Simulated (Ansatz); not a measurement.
**Quasiparticle gap of Si3N4 (P6_3/m)**

Wanted: the gap of Si3N4 (P6_3/m) with a many-body correction, and the time that it takes.

Calculated with Ansatz 0.2.0; LDA, then G0W0 on it, plane waves, PAW.

### Step 1. Set-up

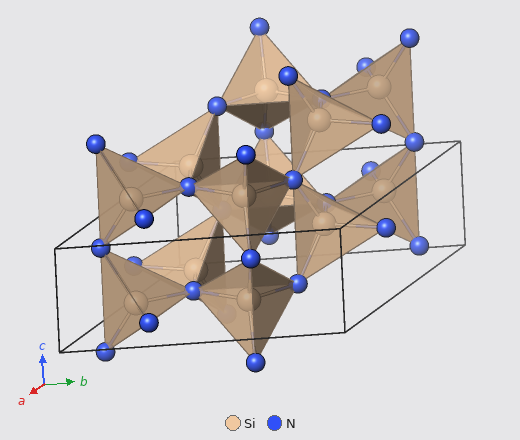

Start, viewed slightly off an axis; silicon light orange, nitrogen blue. 1×1×2 cells are drawn. Some periodic images of atoms are drawn too.

As a file:

```cif
data_structure
_symmetry_space_group_name_H-M 'P 1'
_symmetry_Int_Tables_number 1
_cell_length_a 7.6044
_cell_length_b 7.6044
_cell_length_c 2.9063
_cell_angle_alpha 90.000
_cell_angle_beta 90.000
_cell_angle_gamma 120.000
_cell_volume 145.55
loop_
_atom_site_label
_atom_site_type_symbol
_atom_site_fract_x
_atom_site_fract_y
_atom_site_fract_z
_atom_site_occupancy
Si1 Si 0.76848 0.17456 0.25000 1
Si2 Si 0.59392 0.76848 0.75000 1
Si3 Si 0.82544 0.59392 0.25000 1
Si4 Si 0.23152 0.82544 0.75000 1
Si5 Si 0.40608 0.23152 0.25000 1
Si6 Si 0.17456 0.40608 0.75000 1
N7 N 0.03050 0.33024 0.25000 1
N8 N 0.70026 0.03050 0.75000 1
N9 N 0.66976 0.70026 0.25000 1
N10 N 0.96950 0.66976 0.75000 1
N11 N 0.29974 0.96950 0.25000 1
N12 N 0.33024 0.29974 0.75000 1
N13 N 0.66667 0.33333 0.25000 1
N14 N 0.33333 0.66667 0.75000 1
```

The cell and positions come from the Crystallography Open Database and are kept as given unless a step says otherwise. The default PAW set here is soft_2. Its files were made with PBE.

### Step 2. The LDA band structure

Levels along a band path and on the mesh show where this functional puts the band edges.

This step: DFT, LDA, plane waves, PAW.

input.yaml reads:

```yaml
crystal:
  lattice:
    - [7.6044, 0.0, 0.0]
    - [-3.8022, 6.5856035805, 0.0]
    - [0.0, 0.0, 2.9063]
  atoms:
    - { symbol: Si, position: [0.768477, 0.174557, 0.25] }
    - { symbol: Si, position: [0.59392, 0.768477, 0.75] }
    - { symbol: Si, position: [0.825443, 0.59392, 0.25] }
    - { symbol: Si, position: [0.231523, 0.825443, 0.75] }
    - { symbol: Si, position: [0.40608, 0.231523, 0.25] }
    - { symbol: Si, position: [0.174557, 0.40608, 0.75] }
    - { symbol: "N", position: [0.0305, 0.33024, 0.25] }
    - { symbol: "N", position: [0.70026, 0.0305, 0.75] }
    - { symbol: "N", position: [0.66976, 0.70026, 0.25] }
    - { symbol: "N", position: [0.9695, 0.66976, 0.75] }
    - { symbol: "N", position: [0.29974, 0.9695, 0.25] }
    - { symbol: "N", position: [0.33024, 0.29974, 0.75] }
    - { symbol: "N", position: [0.6666666667, 0.3333333333, 0.25] }
    - { symbol: "N", position: [0.3333333333, 0.6666666667, 0.75] }
kpoints:
  mp_grid: { grid: [6, 6, 8] }
  band_path:
    path:
      - [[0.0, 0.0, 0.0], [0.5, 0.0, 0.0], [0.33333333, 0.33333333, 0.0], [0.0, 0.0, 0.0], [0.0, 0.0, 0.5], [0.5, 0.0, 0.5], [0.33333333, 0.33333333, 0.5], [0.0, 0.0, 0.5]]
      - [[0.5, 0.0, 0.5], [0.5, 0.0, 0.0]]
      - [[0.33333333, 0.33333333, 0.5], [0.33333333, 0.33333333, 0.0]]
    npoints: 10
hamiltonian:
  xc: lda
scf:
  occupations: { method: fermi_dirac, width: 0.02 }
  n_extra_bands: 8
output:
  eigenvalues: true
```

Started as:

```console
> ansatz run input.yaml --threads 16 --pin off --max-ram 82944MiB --backend cuda --events-out ev --progress --plain --runs-dir out --devices 1 --max-vram 78GiB
```

Numbers of over 12 decimals in the logs are rounded to 6 here.

The program printed:

```text
scf.n_extra_bands = 8 over 32 filled bands (N_el = 64.0): the run solves 40 bands
GPUs: using 1 of 1 available (devices: 1).
Engine: ansatz 0.2.0, aarch64-unknown-linux-gnu
Pseudopotentials: kind: paw
Pseudopotential: Si, paw, valence charge 4, recommended cutoff 420 eV (normal), Si.paw.azcp
Pseudopotential: N, paw, valence charge 5, recommended cutoff 420 eV (normal), N.paw.azcp
Functional definition: SPW92
  exchange = slater_x
  correlation = pw_c
device memory: the entry about to start is reckoned to put 3.9 GiB on a device that reports 104.2 GiB free (of which the cap on the GPU budget leaves the run 78.0 GiB)
GPU FFT provider: cuFFT
GPU libraries: cuBLAS 13.8.1, cuFFT 12.4.0, cuSOLVER 12.3.2
GPU matrix products: emulated (plane waves: as basis.precision tells), large ones in fixed point in workspaces of 1.00 GiB
Crystal: 14 atoms, lattice volume = 145.546 Å³
Basis set: ecut = 420 eV, 2823 PW (Γ)
Bands: 40, of which v1, the nominal top of the filled ones, is band 32 counted from 1 (31 counted from 0)
Symmetry: 12 space group operations
Space group: P63/m (ITA 176), of the structure as read, at distance tolerance 5.3e-5 Å
k-points: 40 of 288
Non-local potential: Si, projectors of the file, l = 0: 2, l = 1: 2, l = 2: 2
Non-local potential: N, projectors of the file, l = 0: 2, l = 1: 2, l = 2: 1
PAW form: soft (Blöchl's): semilocal exchange-correlation on the pseudo side does not see the compensation charge
PAW frozen core: Si, regenerated for the run's functional, and the local potential with it (the file was generated under x = pbe(κ = 0.804, μ = 0.219515), c = pbe(β = 0.066725))
PAW frozen core: N, regenerated for the run's functional, and the local potential with it (the file was generated under x = pbe(κ = 0.804, μ = 0.219515), c = pbe(β = 0.066725))
PAW one-centre angular grid: Si, 110 points (default); XC on 64 Gauss nodes
PAW one-centre angular grid: N, 110 points (default); XC on 64 Gauss nodes
Initial density: superposition of atomic densities (neutral atoms: chi_scale 0, normalization atom), corrected by the library's trained network
Initial wavefunctions: pseudopotential atomic-orbital guess
GPU buffer pool allocated for 58320 grid points (all kernels)
GPU transforms: local potential and band sums: pruned to the plane-wave sphere, on 54×54×20
Functional: x = slater, c = lda
SCF iter   1: F=—  HF=-6660.729220 eV  |F-HF|=—  |Δ(HF+E_count)|=         —  Δρ=9.16e-3  dr2=1.23e-1  ethr=1.77e-3  ⟨swp⟩=9.7  Hψ=8867  notcnv=0
preconditioner: auto → Resta (q_TF=auto, 2.379 Å⁻¹)  ε∞=4.5  [insulator: Δε(μ)=4.040 eV  Ē_g=13.144 eV  σ=0.020 eV  W_gap=1.00  n_scr=32 (ndim 8)  ℏωp=24.6 eV  f_vac=0.034  D(μ)=0.00/eV (n_scr^D=0)  ε∞_Penn≈4.5]
SCF iter   2: F=—  HF=-6660.694043 eV  |F-HF|=—  |Δ(HF+E_count)|=   3.52e-2  Δρ=3.33e-3  dr2=8.64e-3  ethr=1.92e-4  ⟨swp⟩=2.2  Hψ=3137  notcnv=0  defer=80
SCF iter   3: F=—  HF=-6660.691513 eV  |F-HF|=—  |Δ(HF+E_count)|=   2.53e-3  Δρ=1.35e-3  dr2=1.38e-3  ethr=1.35e-5  ⟨swp⟩=1.7  Hψ=2014  notcnv=0  defer=80
SCF iter   4: F=—  HF=-6660.691051 eV  |F-HF|=—  |Δ(HF+E_count)|=   4.62e-4  Δρ=1.18e-4  dr2=2.11e-5  ethr=2.15e-6  ⟨swp⟩=2.0  Hψ=2799  notcnv=0  defer=80
SCF iter   5: F=—  HF=-6660.691101 eV  |F-HF|=—  |Δ(HF+E_count)|=   4.93e-5  Δρ=3.91e-5  dr2=2.83e-6  ethr=3.29e-8  ⟨swp⟩=2.9  Hψ=3031  notcnv=0  defer=80
SCF iter   6: F=—  HF=-6660.691101 eV  |F-HF|=—  |Δ(HF+E_count)|=   5.50e-8  Δρ=2.40e-5  dr2=9.11e-7  ethr=4.43e-9  ⟨swp⟩=2.0  Hψ=2683  notcnv=0  defer=80
SCF iter   7: F=-6660.691101 eV  HF=-6660.691101 eV  |F-HF|=1.08e-8  |Δ(HF+E_count)|=   8.70e-8  Δρ=3.86e-6  dr2=4.19e-8  ethr=1.56e-10  ⟨swp⟩=8.9  Hψ=6036  notcnv=0
SCF 1 converged in 7 iterations: F = -6660.691101 eV  dr2 = 4.19e-8
  greatest PAW one-centre occupation: 0.784 electrons in one spin orbital (limit 2), on the N atom at site 13 (counted from 0), in its partial waves of l = 0
device memory: the entry about to start is reckoned to put 6.1 GiB on a device that reports 104.2 GiB free (of which the cap on the GPU budget leaves the run 78.0 GiB)
NSCF: frozen V_eff on 93 k-points, pencils in batches of 32, up to order 176
SCF converged after 7 iterations
Free energy (F): -6660.691101 eV
Harris-Foulkes:  -6660.691101 eV  (|F-HF|=1.08e-8)
Internal energy: -6660.691101 eV  (E = F + TS)
E sigma→0 (E₀):  -6660.691101 eV
Fermi energy:    10.094982 eV
--- Per-component energies (eV) ---
  E_band       = 47.727937
  E_kinetic    = 1348.989530
  E_local      = -2160.120257  (includes V_loc(G=0)·N_el)
  E_nonlocal   = 527.935440
  E_hartree    = 712.687468
  E_xc         = -818.151826
  E_vxc        = -909.041209  (∫ρ·V_xc dr)
  E_paw        = -3868.226219  (= ΣΔE_a)
  E_vpaw       = -185.411308  (= ΣTr[D̂ρ^β])
  E_aug_tail   = 0.000795  (compensation charges beyond the density's cutoff)
  E_ewald      = -2404.952369
  E_core_change = 1.146337  (= ΣΔE_core)
  E_smearing   = -0.000000  (= −TS)
  E_closure    = -0.000000  (closes the sum)
  Σ components = -6660.691101   (vs F -6660.691101, Δ=0.00e0)
--- Band table (eV; the first three rows and the last of 40) ---
  k-point 0: bands = [... 28 lower, 6.7064, 7.5477, 7.6214, 7.8185, 12.1745, 12.6189, 12.7789, 12.7789, ... 4 higher]
  k-point 1: bands = [... 28 lower, 6.7375, 6.9198, 7.1009, 8.0035, 13.1929, 13.3061, 13.6245, 13.6245, ... 4 higher]
  k-point 2: bands = [... 28 lower, 6.4077, 6.6698, 6.6698, 7.9467, 13.5591, 13.5591, 14.3139, 14.5854, ... 4 higher]
  k-point 39: bands = [... 28 lower, 6.5859, 6.5859, 6.8864, 6.8864, 12.8984, 12.8984, 13.6758, 13.6758, ... 4 higher]
```

It took 1.2 s on 1 × NVIDIA GB200 (shared by 2 runs) with 16 threads of Arm Neoverse V2, shared host; peak memory 1.1 GiB; 2.5 s of CPU time.

This step gave:

| Quantity | Value |
| --- | --- |
| filled bands | 32 |
| gap | 4.156 eV |
| valence top at | k = (0.000, 0.000, 0.150) |
| conduction bottom at | Γ |
| least direct gap | 4.356 eV |

Over mesh and path the gap is 4.156 eV, from k = (0.000, 0.000, 0.150) to k = Γ. The least direct gap found is 4.356 eV, at k = Γ. On the 6×6×8 mesh alone the same run gives 4.171 eV, so that mesh misses an edge of LDA: 4.171 − 4.156 = +0.015 eV.

Electronic bands along the path, in eV, zero at the top of the highest nominally filled band:

| point | band 29 | band 30 | band 31 | band 32 | band 33 | band 34 | band 35 | band 36 |
| --- | --- | --- | --- | --- | --- | --- | --- | --- |
| Γ | -1.31 | -0.47 | -0.40 | -0.20 | 4.16 | 4.60 | 4.76 | 4.76 |
| M | -1.38 | -0.79 | -0.33 | -0.26 | 4.47 | 4.57 | 4.71 | 5.15 |
| K | -1.16 | -1.16 | -0.29 | -0.29 | 4.55 | 4.70 | 4.70 | 5.43 |
| Γ | -1.31 | -0.47 | -0.40 | -0.20 | 4.16 | 4.60 | 4.76 | 4.76 |
| A | -1.65 | -1.65 | -1.38 | -1.38 | 4.55 | 4.55 | 4.55 | 4.55 |
| L | -1.53 | -1.53 | -1.07 | -1.07 | 4.64 | 4.64 | 5.68 | 5.68 |
| H | -1.43 | -1.43 | -1.13 | -1.13 | 4.88 | 4.88 | 5.66 | 5.66 |
| A | -1.65 | -1.65 | -1.38 | -1.38 | 4.55 | 4.55 | 4.55 | 4.55 |
| jump to L | -1.53 | -1.53 | -1.07 | -1.07 | 4.64 | 4.64 | 5.68 | 5.68 |
| M | -1.38 | -0.79 | -0.33 | -0.26 | 4.47 | 4.57 | 4.71 | 5.15 |
| jump to H | -1.43 | -1.43 | -1.13 | -1.13 | 4.88 | 4.88 | 5.66 | 5.66 |
| K | -1.16 | -1.16 | -0.29 | -0.29 | 4.55 | 4.70 | 4.70 | 5.43 |

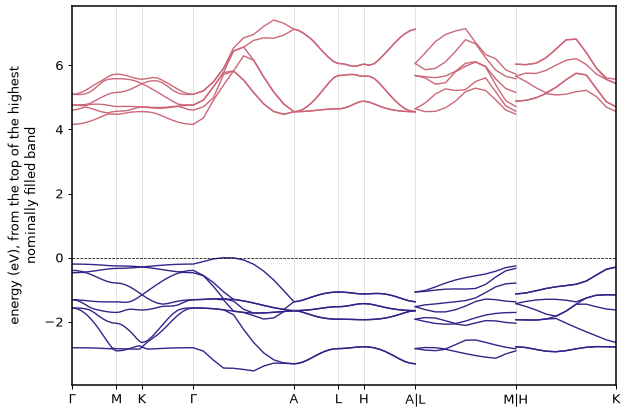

Electronic bands along the path; lines of filled and empty bands in two colours.

(Part 1 of 2 ends here.)

[Paths, hosts, dates, memory and timing lines, banners, echoed tables and standing remarks are left out of the program output.]

[Logs are printed without paths, hosts, clocks, repeated set-up lines and the standing remarks that a program may print on its own settings, such as how far it seeks lower states.]

[Runs of the session that timed out or met a known fault of the program may be left out.]

[Cells called generated may have been cut or substituted from an entry of the Crystallography Open Database or the Materials Project.]

[Hosts, paths, dates, database ids (printed as entryN), source tags and the programs' standing remarks are cut or masked in the printed files.]

[Where an RPA ε∞ is given, it is that of the G0W0 mesh and is not shown converged in it. Names of k-points follow the symmetry that the program found, which can be lower than the space group named. Band edges on a path are those of the sampled points; other points can move an edge, and change direct to indirect where valleys lie close.]

[Hybrid gaps are those of their k-mesh and are not shown converged in it.]
